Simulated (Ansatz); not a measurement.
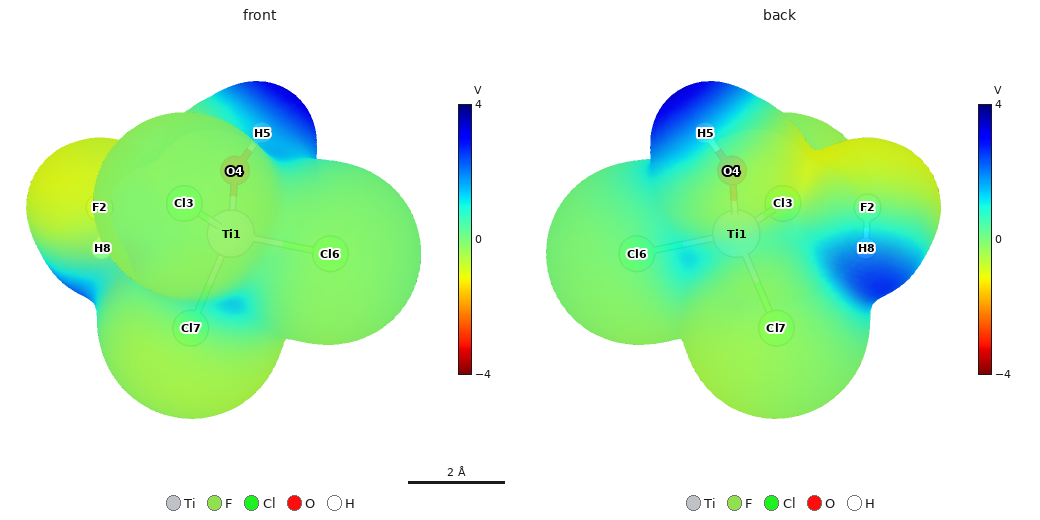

Figure. Cl$_{3}$HOTi···HF. The molecular electrostatic potential painted on the density surface at 0.002 e/bohr³, seen from the front and from behind; red is negative and blue positive.

Not at a stationary point (largest force 1.2 eV/Å).

Method: RKS PBE-D4/def2-SVP (Ansatz 0.2.0).

```yaml
atoms:
  - { symbol: Ti, position_ang: [0.1185, -0.6113, -0.4243] }
  - { symbol: F, position_ang: [0.7755, 0.5619, 2.2846] }
  - { symbol: Cl, position_ang: [1.9398, 0.4489, -1.0035] }
  - { symbol: O, position_ang: [-1.1398, 0.5078, 0.0619] }
  - { symbol: H, position_ang: [-1.7578, 1.0966, -0.4122] }
  - { symbol: Cl, position_ang: [-0.6392, -1.5399, -2.2520] }
  - { symbol: Cl, position_ang: [0.4441, -2.3550, 1.0923] }
  - { symbol: H, position_ang: [0.6948, -0.3045, 2.6205] }
```

Question: Where is the surface potential most negative and most positive?

Answer: The most negative region (about −1.0 V, or −23 kcal/mol for a unit charge) lies over the gap between the two molecules, near Ti1, F2 and O4, the most positive (about +3.2 V, or +74 kcal/mol for a unit charge) over H5.
